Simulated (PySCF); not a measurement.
C₄H₁₁BClSi: EPR calculation

- system: C₄H₁₁BClSi, multiplicity 2, SMILES CB[CH][SiH2]CCCl
- method: UKS B3LYP, pcH-1 on B C Cl H Si, non-relativistic, mean-field spin-orbit, GIAO (PySCF 2.14.0)

It belongs to a series of runs on one base structure; here: H removed from sp3 C.

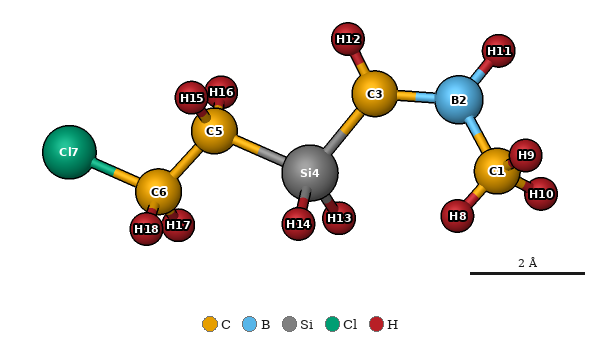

**Figure 1.** The structure (ball-and-stick view, seen at a tilt; atoms are numbered from 1 in the order of the input).

### Input file
```
{"job": {"kind": "epr", "basis": "pcH-1"}, "charge": 0, "multiplicity": 2}
C      3.293298    -0.038138    -0.504521
B      2.343815     1.128457    -0.009517
C      0.904332     0.891338     0.342902
Si    -0.256079    -0.275535    -0.534855
C     -2.033524     0.093983     0.058099
C     -3.034551    -0.812887    -0.610147
Cl    -4.711258    -0.438764    -0.088751
H      2.775046    -0.982992    -0.639492
H      4.107954    -0.202047     0.199035
H      3.762789     0.236318    -1.447680
H      2.797514     2.211264     0.065453
H      0.463839     1.445239     1.164503
H     -0.193134    -0.117985    -1.995903
H      0.056583    -1.679769    -0.209585
H     -2.104304    -0.028420     1.139951
H     -2.291472     1.131716    -0.157518
H     -3.023662    -0.697050    -1.693202
H     -2.865945    -1.858410    -0.355189
```

The first line tells a small driver script what to run in PySCF; the rest is the geometry in Å.

Run on 1 CPU thread, shared host.

Command:
```bash
OMP_NUM_THREADS=1 python <driver script> task.json out
```

### Log
```
UKS, coarse grid
  cycle   1  E = -933.51487605  |g| = 3.85e-01
  cycle   2  E = -933.50026470  |g| = 4.10e-01
  cycle   3  E = -933.58749746  |g| = 3.86e-02
  cycle   4  E = -933.58817122  |g| = 1.49e-02
  cycle   5  E = -933.58828650  |g| = 4.60e-03
  cycle   6  E = -933.58829908  |g| = 1.84e-03
  cycle   7  E = -933.58830200  |g| = 8.22e-04
UKS, final grid
  cycle   1  E = -933.58829200  |g| = 1.06e-03
  cycle   2  E = -933.58829141  |g| = 1.55e-03
  cycle   3  E = -933.58829256  |g| = 8.31e-05
  cycle   4  E = -933.58829256  |g| = 5.01e-05
  cycle   5  E = -933.58829256  |g| = 1.44e-05
E = -933.58829256 Eh   <S^2> = 0.7535 (exact 0.7500)
g shifts (ppm)      1          2          3
  rmc          -116       -116       -116
  gc             -0         35         18
  oz_so         -39        524        797
  total        -155        443        699
hyperfine (MHz)  atom isotope    a_iso     a_fc   dipolar eigenvalues
    0   13C      21.38      21.38     -3.62     -2.83      6.45
    1   11B     -20.40     -20.39    -10.52     -1.96     12.48
    2   13C      54.70      54.76    -64.30    -63.25    127.54
    3  29Si      32.64      32.70     -1.23     -0.83      2.06
    4   13C      -0.70      -0.70     -0.54     -0.29      0.84
    5   13C      -1.47      -1.47     -0.26     -0.09      0.35
    6  35Cl      -0.12      -0.12     -0.15      0.05      0.10
    7    1H      -1.62      -1.62     -4.07     -1.55      5.62
    8    1H       3.25       3.25     -3.27     -2.57      5.84
    9    1H      28.91      28.91     -2.91     -0.79      3.70
   10    1H      50.73      50.73     -7.31     -2.90     10.22
   11    1H     -30.01     -30.03    -30.62     -2.54     33.17
   12    1H      33.28      33.28     -2.86     -2.05      4.91
   13    1H      84.33      84.33     -3.31     -1.16      4.47
   14    1H      -0.04      -0.04     -1.85     -1.61      3.46
   15    1H      -0.19      -0.19     -1.91     -1.67      3.58
   16    1H       0.30       0.30     -0.69     -0.62      1.31
   17    1H       0.74       0.74     -0.78     -0.59      1.37
```

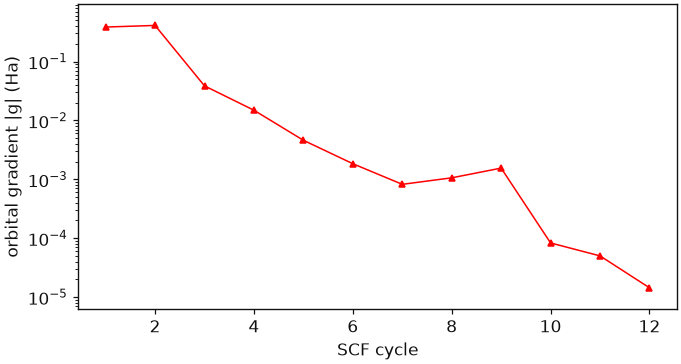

**Figure 2.** Convergence of the self-consistent field: orbital gradient |g| against the SCF cycle. All cycles printed in the log are drawn one after another.

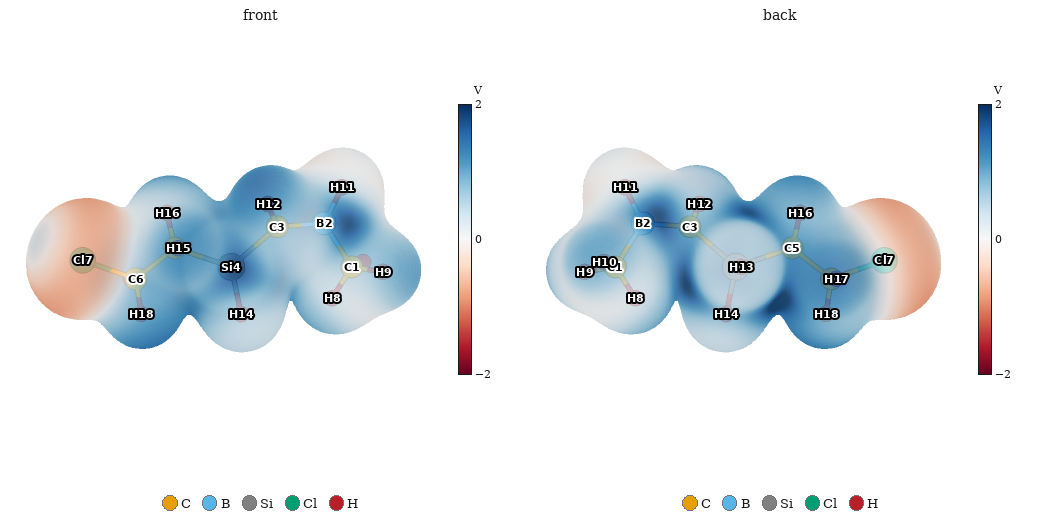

**Figure 3.** The molecular electrostatic potential painted on the density surface at 0.004 e/bohr³, seen at a tilt and from behind; the colour scale runs from red (negative) to blue (positive).

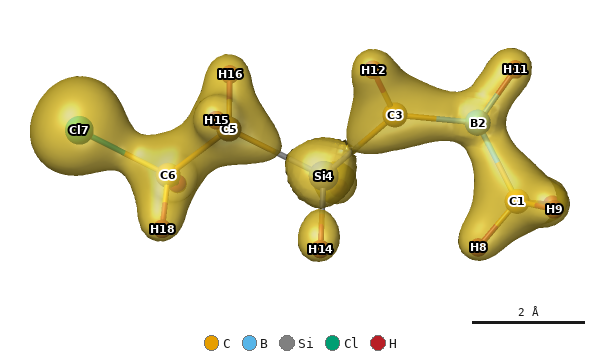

**Figure 4.** Isosurface of the electron density at 0.8 e/Å³ (yellow), seen at a tilt. At this value the surface falls into five separate pieces. It is pinched off along the C–Si (1.87 Å) contacts. On the grid the lowest density along these lines, outside the cores, is 1 e/Å³ (C–B, 1.50 Å), 1.3 e/Å³ (C–C, 1.51 Å), 0.97 e/Å³ (C–Cl, 1.80 Å) and 0.68 e/Å³ (C–Si, 1.87 Å).

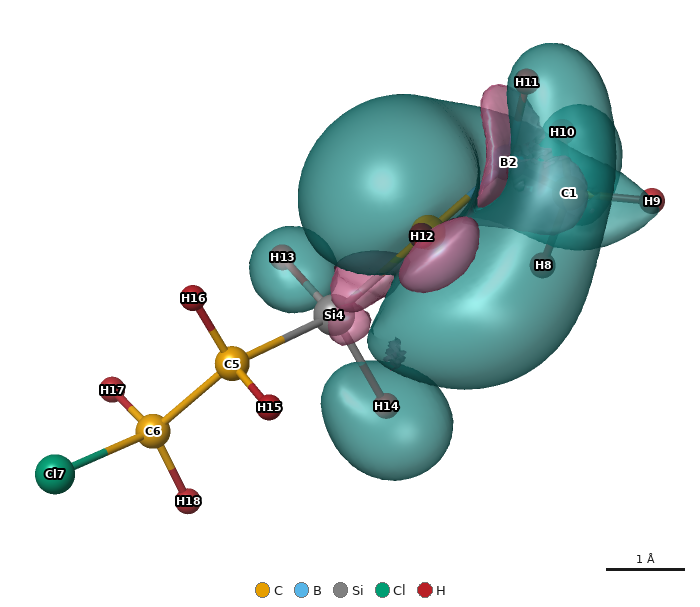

**Figure 5.** Isosurfaces of the spin density (α minus β) at +0.005 (teal) and −0.005 e/Å³ (pink), seen at an oblique angle. The unpaired spin (1 electron) lies mostly on C3 (about 0.6), B2 (about 0.1) and H12 (about 0.1), in electrons by Hirshfeld's partition.

### Summary

```json
{"quantity": "outcome", "value": "converged"}
{"quantity": "total energy", "value": "−933.588293 hartree"}
{"quantity": "⟨S²⟩", "value": "0.754"}
{"quantity": "isotropic g", "value": "2.0026"}
{"quantity": "wall time", "value": "2 min"}
{"quantity": "peak memory", "value": "1.1 GiB"}
```
